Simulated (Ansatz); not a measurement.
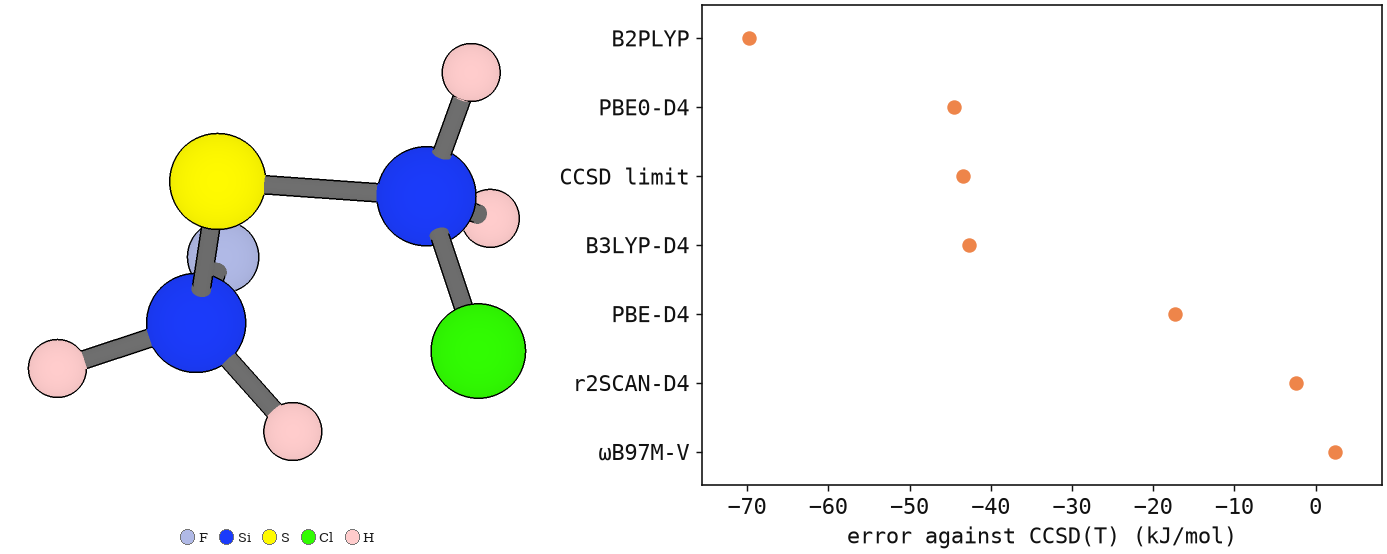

Error in the electronic atomisation energy (method less reference, so positive means overbinding) of Si₂H₄SClF, SMILES F[SiH2]S[SiH2]Cl: functionals in def2-TZVPP against frozen-core CCSD(T) at the limit (MP2 extrapolated from triple and quadruple zeta, plus CCSD(T) less MP2 in a smaller set), which gives 2972.4 kJ/mol, at a PBE0-D4/def2-TZVP geometry (no frequency check), no zero-point or spin-orbit term, the Ansatz code. The reference leaves out core correlation, a term that grows with the number of heavy atoms. B2PLYP holds a correlation term that converges slowly with the basis, so part of the distance to the limit is basis error. No dispersion term is added to B2PLYP. Limit means the basis limit.

What range do the values span?

Answer. From −69.8 kJ/mol (B2PLYP) to 2.4 kJ/mol (ωB97M-V).

Give the values.

Answer.
| level | kJ/mol |
| --- | --- |
| B2PLYP | −69.8 |
| PBE0-D4 | −44.6 |
| CCSD limit | −43.4 |
| B3LYP-D4 | −42.6 |
| PBE-D4 | −17.3 |
| r2SCAN-D4 | −2.4 |
| ωB97M-V | 2.4 |

Limits of at least one run: one conformer of a flexible molecule.
